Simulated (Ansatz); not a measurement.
# Decaying states in the gap of Na3I2Br

Aim: relax a made-up compound, Na3I2Br, and see how good a tunnel barrier it would be. It is built by putting Na for Rb in the Rb3I2Br structure of space group Immm, with the volume rescaled by atomic radii. The parent structure comes from the Materials Project.

Program: Ansatz 0.2.0. Level of theory: PBE DFT, plane waves, PAW files, in the first sound run; inputs show where later runs differ. Results are calculated unless marked as measured.

The structure was built from a prototype and need not be the compound's stable phase.

## (1) The starting structure

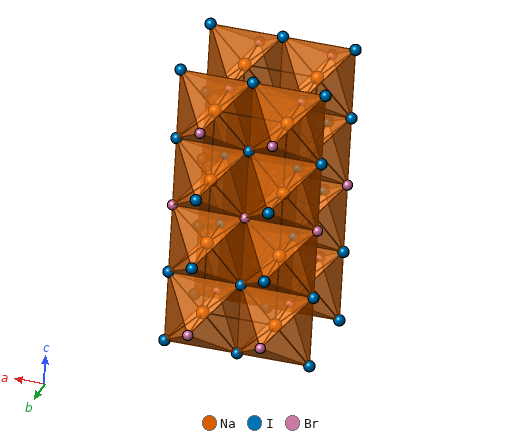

The cell as given, from a free direction (sodium orange, iodine blue, bromine pink). This picture shows the conventional cell, with its axes. Some periodic images of atoms are drawn too.

## (2) Relaxing the new crystal

The substituted atoms don't fit the parent's cell, so cell and atoms relax together. A small smearing keeps the run stable in case the gap closes on the way.

The input, input.yaml:

```yaml
crystal:
  lattice:
    - [-2.2958573962, 3.2674787722, 6.9162022517]
    - [2.2958573962, -3.2674787722, 6.9162022517]
    - [2.2958573962, 3.2674787722, -6.9162022517]
  atoms:
    - { symbol: Na, position: [0.34521018, 0.34521018, 0.0] }
    - { symbol: Na, position: [0.0, 0.0, 0.0] }
    - { symbol: Na, position: [0.65478982, 0.65478982, 0.0] }
    - { symbol: I, position: [0.16915488, 0.66915488, 0.5] }
    - { symbol: I, position: [0.83084512, 0.33084512, 0.5] }
    - { symbol: Br, position: [0.5, 0.0, 0.5] }
kpoints:
  mp_grid: { grid: [6, 6, 6] }
scf:
  occupations: { method: gaussian, width: 0.03 }
hamiltonian:
  xc: pbe
output:
  forces: true
  stress: true
relax:
  f_tol: 0.02
  max_steps: 60
  cell: {}
```

Launch:

```console
$ ansatz run input.yaml --threads 2 --pin off --max-ram 4096MiB --backend cpu --events-out ev --progress --plain --runs-dir out
```

Numbers of over 12 decimals in the logs are rounded to 6 here.

Output:

```text
basis.fft_grid_basis auto: the FFT boxes are laid along the combinations [[1, 0, 1], [0, 1, 1], [0, 0, 1]] of the cell's own vectors, 6.535, 4.592 and 7.986 Å long. The dense box has 45×32×54 points. Along the cell's own vectors, as sized, it would have 54×54×54, 2.02 times as many. Of the 8 symmetry operations that the crystal satisfies within crystal.symmetry.tolerance (time reversal apart; of a slab, those that ke [...]
Engine: ansatz 0.2.0, aarch64-unknown-linux-gnu
Pseudopotentials: kind: paw
Pseudopotential: Na, paw, valence charge 9, recommended cutoff 420 eV (normal), Na.paw.azcp
Pseudopotential: I, paw, valence charge 17, recommended cutoff 420 eV (normal), I.paw.azcp
Pseudopotential: Br, paw, valence charge 7, recommended cutoff 420 eV (normal), Br.paw.azcp
Functional definition: PBE
  parameter kappa = 0.804
  parameter beta = 0.066725
  exchange = pbe_x(kappa = kappa, mu = beta*pi^2/3)
  correlation = pbe_c(beta = beta)
Crystal: 6 atoms, lattice volume = 207.532 Å³
Basis set: ecut = 420 eV, 4067 PW (Γ), FFT grids on a1+a3, a2+a3, a3, exchange–correlation on 90×64×108 points (8 copies of the dense FFT grid, shifted against one another)
Bands: 41, of which v1, the nominal top of the filled ones, is band 34 counted from 1 (33 counted from 0)
Symmetry: 8 space group operations
Space group: Immm (ITA 71), of the structure as read, at distance tolerance 5.9e-5 Å
k-points: 46 of 216
Non-local potential: Na, projectors of the file, l = 0: 3, l = 1: 2, l = 2: 1
Non-local potential: I, projectors of the file, l = 0: 2, l = 1: 2, l = 2: 2, l = 3: 2
Non-local potential: Br, projectors of the file, l = 0: 2, l = 1: 2, l = 2: 2
PAW form: soft (Blöchl's): semilocal exchange-correlation on the pseudo side does not see the compensation charge
PAW one-centre angular grid: Na, 110 points (default); XC on 64 Gauss nodes
PAW one-centre angular grid: I, 590 points (default); XC on 64 Gauss nodes
PAW one-centre angular grid: Br, 110 points (default); XC on 64 Gauss nodes
Initial density: superposition of atomic densities (neutral atoms: chi_scale 0, normalization atom), corrected by the library's trained network
Initial wavefunctions: pseudopotential atomic-orbital guess
Functional: x = pbe(κ = 0.804, μ = 0.219515), c = pbe(β = 0.066725)
SCF iter   1: F=—  HF=-22276.439623 eV  |F-HF|=—  |Δ(HF+E_count)|=         —  Δρ=4.03e-4  dr2=4.50e-4  ethr=1.77e-3  ⟨swp⟩=9.2  Hψ=8254  notcnv=0  defer=6
preconditioner: auto → Resta (q_TF=auto, 2.265 Å⁻¹)  ε∞=2.6  [insulator: Δε(μ)=3.338 eV  Ē_g=9.918 eV  σ=0.030 eV  W_gap=1.00  n_scr=38 (ndim 8)  ℏωp=12.6 eV  f_vac=0.079  D(μ)=0.00/eV (n_scr^D=0)  ε∞_Penn≈2.6]
SCF iter   2: F=—  HF=-22276.436841 eV  |F-HF|=—  |Δ(HF+E_count)|=   2.78e-3  Δρ=4.68e-4  dr2=8.42e-4  ethr=6.62e-7  ⟨swp⟩=3.0  Hψ=4931  notcnv=0  defer=72
SCF iter   3: F=—  HF=-22276.436678 eV  |F-HF|=—  |Δ(HF+E_count)|=   1.63e-4  Δρ=3.15e-4  dr2=3.91e-4  ethr=6.62e-7  ⟨swp⟩=2.5  Hψ=3189  notcnv=0  defer=72
SCF iter   4: F=—  HF=-22276.436591 eV  |F-HF|=—  |Δ(HF+E_count)|=   8.69e-5  Δρ=1.55e-4  dr2=9.64e-5  ethr=5.75e-7  ⟨swp⟩=2.1  Hψ=2355  notcnv=0  defer=72
SCF iter   5: F=—  HF=-22276.436591 eV  |F-HF|=—  |Δ(HF+E_count)|=   5.39e-7  Δρ=8.12e-5  dr2=2.11e-5  ethr=1.42e-7  ⟨swp⟩=2.0  Hψ=3225  notcnv=0  defer=72
SCF iter   6: F=—  HF=-22276.436598 eV  |F-HF|=—  |Δ(HF+E_count)|=   7.63e-6  Δρ=8.93e-5  dr2=2.95e-5  ethr=3.10e-8  ⟨swp⟩=1.1  Hψ=1802  notcnv=0  defer=72
SCF iter   7: F=—  HF=-22276.436591 eV  |F-HF|=—  |Δ(HF+E_count)|=   6.82e-6  Δρ=6.09e-5  dr2=1.52e-5  ethr=3.10e-8  ⟨swp⟩=1.1  Hψ=1803  notcnv=0  defer=72
SCF iter   8: F=—  HF=-22276.436586 eV  |F-HF|=—  |Δ(HF+E_count)|=   5.45e-6  Δρ=1.86e-5  dr2=1.10e-6  ethr=2.23e-8  ⟨swp⟩=2.0  Hψ=2305  notcnv=0  defer=72
SCF iter   9: F=-22276.436585 eV  HF=-22276.436585 eV  |F-HF|=1.59e-8  |Δ(HF+E_count)|=   4.74e-7  Δρ=3.19e-6  dr2=2.31e-8  ethr=1.47e-10  ⟨swp⟩=3.0  Hψ=8221  notcnv=0
SCF 1 converged in 9 iterations: F = -22276.436585 eV  dr2 = 2.31e-8
  greatest PAW one-centre occupation: 0.999 electrons in one spin orbital (limit 2), on the Na atom at site 1 (counted from 0), in its partial waves of l = 0
relax step   1: F+E_penalty+E_count = -22276.43658541 eV  Δ(F+E_penalty+E_count) = +0.000e0 eV  max|allowed force component| = 5.767e-2 eV/Å  Δτ_max = 0.0000 Å  P = -0.924 GPa  Ω = 207.532 Å³  (9 SCF iters, dr2 threshold 1.00e-7 eV, accepted)
Crystal: 6 atoms, lattice volume = 201.250 Å³
Basis set: ecut = 420 eV, 3967 PW (Γ), FFT grids on a1+a3, a2+a3, a3, exchange–correlation on 90×64×108 points (8 copies of the dense FFT grid, shifted against one another)
Initial density: handed on by an earlier stage of this run
Initial wavefunctions: those handed on with the density
iter 1 solved again at ethr=6.82e-6 eV; its pass at ethr=3.10e-3 eV (dr2=4.64e-3 eV) is discarded
SCF iter   1: F=—  HF=-22276.469393 eV  |F-HF|=—  |Δ(HF+E_count)|=         —  Δρ=1.25e-3  dr2=4.67e-3  ethr=6.82e-6  ⟨swp⟩=2.4  Hψ=10232  notcnv=0
preconditioner: auto → Resta (q_TF=auto, 2.277 Å⁻¹)  ε∞=2.6  [insulator: Δε(μ)=3.378 eV  Ē_g=9.999 eV  σ=0.030 eV  W_gap=1.00  n_scr=38 (ndim 8)  ℏωp=12.8 eV  f_vac=0.064  D(μ)=0.00/eV (n_scr^D=0)  ε∞_Penn≈2.6]
SCF iter   2: F=—  HF=-22276.467493 eV  |F-HF|=—  |Δ(HF+E_count)|=   1.90e-3  Δρ=5.90e-4  dr2=1.14e-3  ethr=6.82e-6  ⟨swp⟩=2.0  Hψ=2616  notcnv=0
SCF iter   3: F=—  HF=-22276.467005 eV  |F-HF|=—  |Δ(HF+E_count)|=   4.88e-4  Δρ=1.59e-4  dr2=9.64e-5  ethr=1.68e-6  ⟨swp⟩=2.0  Hψ=2304  notcnv=0
SCF iter   4: F=—  HF=-22276.466964 eV  |F-HF|=—  |Δ(HF+E_count)|=   4.02e-5  Δρ=6.22e-5  dr2=7.37e-6  ethr=1.42e-7  ⟨swp⟩=2.6  Hψ=3461  notcnv=0
SCF iter   5: F=-22276.466966 eV  HF=-22276.466965 eV  |F-HF|=4.42e-7  |Δ(HF+E_count)|=   8.16e-7  Δρ=1.26e-5  dr2=3.44e-7  ethr=8.82e-10  ⟨swp⟩=3.8  Hψ=8045  notcnv=0
SCF 2 converged in 5 iterations: F = -22276.466966 eV  dr2 = 3.44e-7
relax step   2: F+E_penalty+E_count = -22276.46696575 eV  Δ(F+E_penalty+E_count) = -3.038e-2 eV  max|allowed force component| = 2.414e-2 eV/Å  Δτ_max = 0.0151 Å  P = -0.526 GPa  Ω = 201.250 Å³  energy of the carried Pulay correction = +3.728e-4 eV  (5 SCF iters, dr2 threshold 6.00e-7 eV, accepted)
Crystal: 6 atoms, lattice volume = 193.200 Å³
Basis set: ecut = 420 eV, 3755 PW (Γ), FFT grids on a1+a3, a2+a3, a3, exchange–correlation on 90×64×108 points (8 copies of the dense FFT grid, shifted against one another)
iter 1 solved again at ethr=1.64e-5 eV; its pass at ethr=3.10e-3 eV (dr2=1.12e-2 eV) is discarded
SCF iter   1: F=—  HF=-22276.485005 eV  |F-HF|=—  |Δ(HF+E_count)|=         —  Δρ=2.20e-3  dr2=1.13e-2  ethr=1.64e-5  ⟨swp⟩=2.3  Hψ=9813  notcnv=0
preconditioner: auto → Resta (q_TF=auto, 2.292 Å⁻¹)  ε∞=2.7  [insulator: Δε(μ)=3.433 eV  Ē_g=10.130 eV  σ=0.030 eV  W_gap=1.00  n_scr=38 (ndim 8)  ℏωp=13.1 eV  f_vac=0.050  D(μ)=0.00/eV (n_scr^D=0)  ε∞_Penn≈2.7]
SCF iter   2: F=—  HF=-22276.480639 eV  |F-HF|=—  |Δ(HF+E_count)|=   4.37e-3  Δρ=1.06e-3  dr2=2.54e-3  ethr=1.64e-5  ⟨swp⟩=2.1  Hψ=3159  notcnv=0
SCF iter   3: F=—  HF=-22276.479443 eV  |F-HF|=—  |Δ(HF+E_count)|=   1.20e-3  Δρ=2.23e-4  dr2=1.76e-4  ethr=3.74e-6  ⟨swp⟩=2.0  Hψ=2859  notcnv=0
SCF iter   4: F=—  HF=-22276.479365 eV  |F-HF|=—  |Δ(HF+E_count)|=   7.81e-5  Δρ=7.47e-5  dr2=1.40e-5  ethr=2.58e-7  ⟨swp⟩=2.0  Hψ=2724  notcnv=0
SCF iter   5: F=-22276.479368 eV  HF=-22276.479368 eV  |F-HF|=2.93e-7  |Δ(HF+E_count)|=   2.84e-6  Δρ=1.29e-5  dr2=4.80e-7  ethr=8.82e-10  ⟨swp⟩=4.0  Hψ=8336  notcnv=0
SCF 3 converged in 5 iterations: F = -22276.479368 eV  dr2 = 4.80e-7
relax step   3: F+E_penalty+E_count = -22276.47936849 eV  Δ(F+E_penalty+E_count) = -1.240e-2 eV  max|allowed force component| = 6.900e-3 eV/Å  Δτ_max = 0.0221 Å  P = +0.093 GPa  Ω = 193.200 Å³  energy of the carried Pulay correction = +8.677e-4 eV  (5 SCF iters, dr2 threshold 6.00e-7 eV, accepted)
[...]
relax step   4: F+E_penalty+E_count = -22276.47965977 eV  Δ(F+E_penalty+E_count) = -2.913e-4 eV  max|allowed force component| = 3.847e-3 eV/Å  Δτ_max = 0.0063 Å  P = -0.005 GPa  Ω = 194.398 Å³  energy of the carried Pulay correction = +7.928e-4 eV  (6 SCF iters, dr2 threshold 2.51e-8 eV, accepted)
Initial wavefunctions: pseudopotential atomic-orbital guess (no wavefunctions were taken with the density)
iter 1 solved again at ethr=2.20e-6 eV; its pass at ethr=3.10e-3 eV (dr2=1.50e-3 eV) is discarded
SCF iter   1: F=—  HF=-22276.478740 eV  |F-HF|=—  |Δ(HF+E_count)|=         —  Δρ=4.12e-5  dr2=5.03e-7  ethr=2.20e-6  ⟨swp⟩=3.2  Hψ=12785  notcnv=0
eigensolver tolerance schedule: the retry pair's looser diagonalisation over-reported the residual by 2973.89 of it (diagonalisation noise at an unbounded share of the residual, at the tolerance the schedule requests for it); recorded, not acted on — ethr = c·dr2/N_el stays at c = 1.0e-1
preconditioner: auto → Resta (q_TF=auto, 2.290 Å⁻¹)  ε∞=2.7  [insulator: Δε(μ)=3.485 eV  Ē_g=10.144 eV  σ=0.030 eV  W_gap=1.00  n_scr=38 (ndim 8)  ℏωp=13.0 eV  f_vac=0.056  D(μ)=0.00/eV (n_scr^D=0)  ε∞_Penn≈2.7]
SCF iter   2: F=—  HF=-22276.478725 eV  |F-HF|=—  |Δ(HF+E_count)|=   1.55e-5  Δρ=2.11e-5  dr2=1.25e-7  ethr=7.40e-10  ⟨swp⟩=3.0  Hψ=4397  notcnv=0
SCF iter   3: F=—  HF=-22276.478725 eV  |F-HF|=—  |Δ(HF+E_count)|=   2.75e-7  Δρ=3.00e-6  dr2=7.73e-9  ethr=1.84e-10  ⟨swp⟩=2.0  Hψ=3312  notcnv=0
SCF iter   4: F=—  HF=-22276.478725 eV  |F-HF|=—  |Δ(HF+E_count)|=   3.40e-9  Δρ=9.50e-7  dr2=3.90e-10  ethr=1.14e-11  ⟨swp⟩=2.0  Hψ=3450  notcnv=0
SCF iter   5: F=-22276.478725 eV  HF=-22276.478725 eV  |F-HF|=2.91e-11  |Δ(HF+E_count)|=  5.09e-10  Δρ=1.41e-7  dr2=2.90e-11  ethr=1.00e-12  ⟨swp⟩=5.0  Hψ=6583  notcnv=0
SCF 5 converged in 5 iterations: F = -22276.478725 eV  dr2 = 2.90e-11
relax step   5: F+E_penalty+E_count = -22276.47872502 eV  Δ(F+E_penalty+E_count) = +9.347e-4 eV  max|allowed force component| = 3.832e-3 eV/Å  Δτ_max = 0.0000 Å  P = -0.002 GPa  Ω = 194.398 Å³  stress off target by 9.69e-3 GPa  SCF on the basis re-selected at this cell (its energy is not comparable with the rows above)  (5 SCF iters)
basis re-selected at this cell: Δ(F+E_penalty+E_count) = +9.347e-4 eV, ΔP = +0.003 GPa vs the last step (what re-selecting the basis moved, of the pressure what is left beyond the Pulay correction that the steps carried, after the strain that the cell walked since its last selection, with what the two solves' SCF thresholds leave and, on support functions, any second-order correction that the steps lacked; it is no m [...]
SCF converged after 5 iterations
Free energy (F): -22276.478725 eV
Harris-Foulkes:  -22276.478725 eV  (|F-HF|=2.91e-11)
Internal energy: -22276.478725 eV  (E = F + TS)
E sigma→0 (E₀):  -22276.478725 eV
Fermi energy:    4.278925 eV
--- Per-component energies (eV) ---
  E_band       = -1484.146045
  E_kinetic    = 873.929632
  E_local      = -8505.243898  (includes V_loc(G=0)·N_el)
  E_nonlocal   = 235.113829
  E_hartree    = 3696.041503
  E_xc         = -638.600829
  E_vxc        = -512.366615  (∫ρ·V_xc dr)
  E_paw        = -12670.489161  (= ΣΔE_a)
  E_vpaw       = -967.662065  (= ΣTr[D̂ρ^β])
  E_aug_tail   = -0.000141  (compensation charges beyond the density's cutoff)
  E_ewald      = -5267.229660
  E_smearing   = -0.000000  (= −TS)
  E_closure    = -0.000000  (closes the sum)
  Σ components = -22276.478725   (vs F -22276.478725, Δ=0.00e0)
--- Forces (eV/Å), atoms counted from 1 ---
  atom   1  Na     0.00000000     0.00000000     0.00102627
  atom   2  Na     0.00000000     0.00000000     0.00000000
  atom   3  Na     0.00000000     0.00000000    -0.00102627
  atom   4  I      0.00000000     0.00000000     0.00383224
  atom   5  I      0.00000000     0.00000000    -0.00383224
  atom   6  Br     0.00000000     0.00000000    -0.00000000
  max |Σ_I F_I| component: 8.67e-19 eV/Å
--- Stress (GPa, compression-positive) ---
       -0.001644       0.000000       0.000000
        0.000000      -0.009686       0.000000
        0.000000       0.000000       0.003911
  P = ⅓ Tr σ = -0.0025 GPa (-0.025 kbar)
--- Relaxed structure (4 steps of the walk, 4 accepted, 1 SCFs on fresh bases) ---
  F+E_penalty+E_count = -22276.47872502 eV   max|allowed force component| = 3.832e-3 eV/Å   (the final SCF, on the basis selected at the relaxed cell)
  cell:  # Å, volume = 194.3978 Å³
    - [-2.246725, 3.197236, 6.765607]
    - [2.246725, -3.197236, 6.765607]
    - [2.246725, 3.197236, -6.765607]
  atoms:
    - { symbol: Na, position: [0.346644, 0.346644, 0] }
    - { symbol: Na, position: [0, 0, 0] }
    - { symbol: Na, position: [0.653356, 0.653356, 0] }
    - { symbol: I, position: [0.167758, 0.667758, 0.5] }
    - { symbol: I, position: [0.832242, 0.332242, 0.5] }
    - { symbol: Br, position: [0.5, 0, 0.5] }
```

Run time: 36 s. Hardware: 2 threads of Arm Neoverse V2, shared host; peak memory 0.63 GiB; 70 s of CPU time.

The steps of the relaxation:

```tsv
step	energy less that of the first step (eV)	largest force component (eV/Å)	pressure (GPa)	volume (Å³)
1	0.0000	0.0577	-0.92	207.53
2	-0.0304	0.0241	-0.53	201.25
3	-0.0428	0.0069	0.09	193.20
4	-0.0431	0.0038	-0.01	194.40
5*	-0.0421	0.0038	0.00	194.40
```

Relaxation steps marked * repeat the geometry before them on a plane-wave basis chosen anew for their cell, so energy and pressure can jump there.

Forces are held to the 8 operations that the run works with; a distortion that breaks them can't arise in this run.

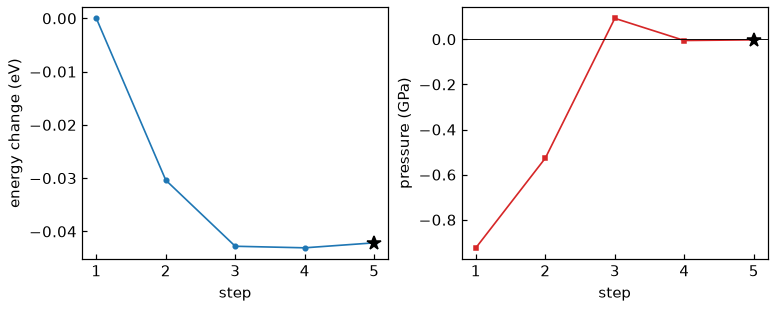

Energy and pressure along the relaxation. Stars mark steps on a basis chosen anew.

```tsv
conventional cell, symmetrised	before	after	change
a (Å)	4.592	4.493	-2.1 %
b (Å)	6.535	6.394	-2.1 %
c (Å)	13.832	13.531	-2.2 %
volume (Å³/atom)	34.59	32.40	-6.3 %
```

The atoms that moved most (Å, as changes of fractional coordinates times the final cell):

```tsv
atom	dx	dy	dz	length
Na3	0.000	0.000	-0.019	0.019
Na1	0.000	0.000	0.019	0.019
I5	0.000	0.000	0.019	0.019
I4	0.000	0.000	-0.019	0.019
```

Numbers from this step:

| Quantity | Value |
| --- | --- |
| free energy | -22276.4787 eV |
| Fermi energy | 4.279 eV |
| pressure | -0.002473 GPa |

The largest force component on a free atom ends at 0.0038 eV/Å.

## (3) The bulk crystal and its band edges

The energy window and the wavevectors of the next steps follow from the band edges, so these are searched first, off the mesh as well.

The input, input.yaml:

```yaml
crystal:
  lattice:
    - [-2.2467248555, 3.1972356165, 6.7656067928]
    - [2.2467248555, -3.1972356165, 6.7656067928]
    - [2.2467248555, 3.1972356165, -6.7656067928]
  atoms:
    - { symbol: Na, position: [0.3466441082, 0.3466441082, 0.0] }
    - { symbol: Na, position: [0.0, 0.0, 0.0] }
    - { symbol: Na, position: [0.6533558918, 0.6533558918, 0.0] }
    - { symbol: I, position: [0.1677583571, 0.6677583571, 0.5] }
    - { symbol: I, position: [0.8322416429, 0.3322416429, 0.5] }
    - { symbol: Br, position: [0.5, 0.0, 0.5] }
kpoints:
  mp_grid: { grid: [6, 6, 6] }
  band_path: { path: [VBM, CBM], npoints: 30 }
scf:
  occupations: { method: fixed }
hamiltonian:
  xc: pbe
output:
  eigenvalues: true
  write_potential: true
  write_density: true
  volumetric_format: npy
  elf: true
```

Output:

```text
[...]
Crystal: 6 atoms, lattice volume = 194.398 Å³
Basis set: ecut = 420 eV, 3787 PW (Γ)
Bands: 41, of which v1, the nominal top of the filled ones, is band 34 counted from 1 (33 counted from 0)
Symmetry: 8 space group operations
[...]
k-points: 46 of 216
[...]
SCF iter   1: F=—  HF=-22276.482318 eV  |F-HF|=—  |Δ(HF+E_count)|=         —  Δρ=3.55e-4  dr2=2.32e-4  ethr=1.77e-3  ⟨swp⟩=5.6  Hψ=6057  notcnv=0  defer=215
[...]
SCF iter   9: F=-22276.478846 eV  HF=-22276.478846 eV  |F-HF|=2.90e-8  |Δ(HF+E_count)|=   1.34e-6  Δρ=3.61e-6  dr2=4.60e-8  ethr=1.47e-10  ⟨swp⟩=12.9  Hψ=11614  notcnv=0
SCF 1 converged in 9 iterations: F = -22276.478846 eV  dr2 = 4.60e-8
[...]
NSCF: frozen V_eff on 46 k-points
[...]
SCF converged after 9 iterations
Free energy (F): -22276.478846 eV
[...]
Internal energy: -22276.478846 eV  (E = F + TS)
E sigma→0 (E₀):  -22276.478846 eV
Fermi energy:    2.536768 eV
[...]
--- Band table (eV; the first three rows and the last of 46) ---
  k-point 0: bands = [... 30 lower, 2.1208, 2.3245, 2.3487, 2.5165, 6.0213, 8.2337, 8.5139, 9.4528, ... 3 higher]
  k-point 1: bands = [... 30 lower, 1.8640, 1.8875, 2.2880, 2.3107, 6.8193, 8.6696, 8.8785, 9.1268, ... 3 higher]
  k-point 2: bands = [... 30 lower, 1.7626, 1.8966, 2.1576, 2.2269, 7.5988, 8.2762, 8.4621, 9.4317, ... 3 higher]
  k-point 45: bands = [... 30 lower, 1.6953, 2.1012, 2.1657, 2.5368, 7.2060, 7.7414, 7.8720, 8.3576, ... 3 higher]
```

It took 24 s on 2 threads; peak memory 0.61 GiB.

The column dr2 measures how far the density is from self-consistency, as an energy; F and HF (Harris–Foulkes) agree once it is small.

Numbers from this step:

- free energy: -22276.4788 eV
- Fermi energy: 2.537 eV
- gap on the k-mesh: 3.485 eV
- gap on path: 3.485 eV, by band count; negative where bands overlap
- direct gap on path: 3.505 eV
- edge places on path: 0, 1.771 1/A along the path

The electronic bands at the labelled points (eV, zero at the Fermi level (highest filled level under fixed occupations); v1 is the highest filled band, c1 the lowest empty one):

```tsv
point	v4	v3	v2	v1	c1	c2	c3	c4
VBM	-0.84	-0.44	-0.37	0.00	4.67	5.20	5.34	5.82
CBM	-0.42	-0.21	-0.19	-0.02	3.48	5.70	5.98	6.92
```

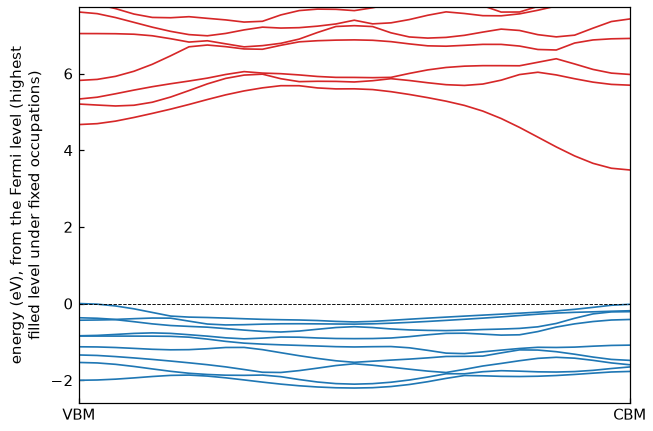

Electronic bands along the path; lines of filled and empty bands in two colours.

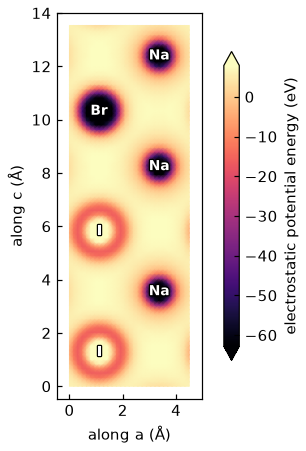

Electrostatic potential energy in the ac plane of the conventional cell at fractional y = 0.000, with atoms of Na and I and Br within 0.2 Å of it. With pseudopotentials it is smooth inside the atoms' cores, unlike the true potential. The map starts off the cell's origin, so that atoms lie inside it.

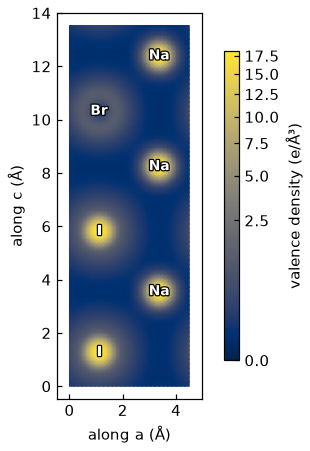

Valence density in the ac plane of the conventional cell at fractional y = 0.000, with atoms of Na and I and Br within 0.2 Å of it. It is the smooth field of the valence electrons, not physical close to the nuclei. The map starts off the cell's origin, so that atoms lie inside it. The colour scale is stretched toward low values.

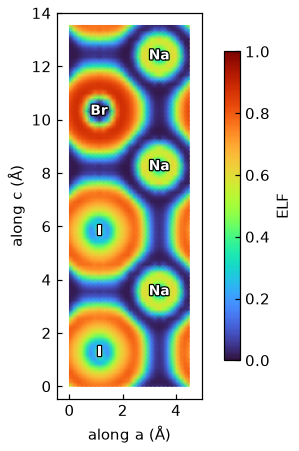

ELF in the ac plane of the conventional cell at fractional y = 0.000, with atoms of Na and I and Br within 0.2 Å of it. It is the smooth field of the valence electrons, not physical close to the nuclei. The map starts off the cell's origin, so that atoms lie inside it.

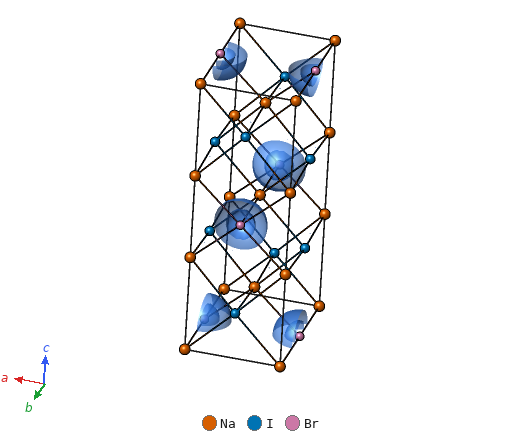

Surface of ELF = 0.8.

The searched edges give 3.48 eV, as on the mesh.

(Part 1 of 2 ends here.)

[Logs are printed without paths, hosts, clocks, repeated set-up lines and the standing remarks that a program may print on its own settings, such as how far it seeks lower states.]

[Hosts, paths, dates, database ids (printed as entryN), source tags and the programs' standing remarks are cut or masked in the printed files.]
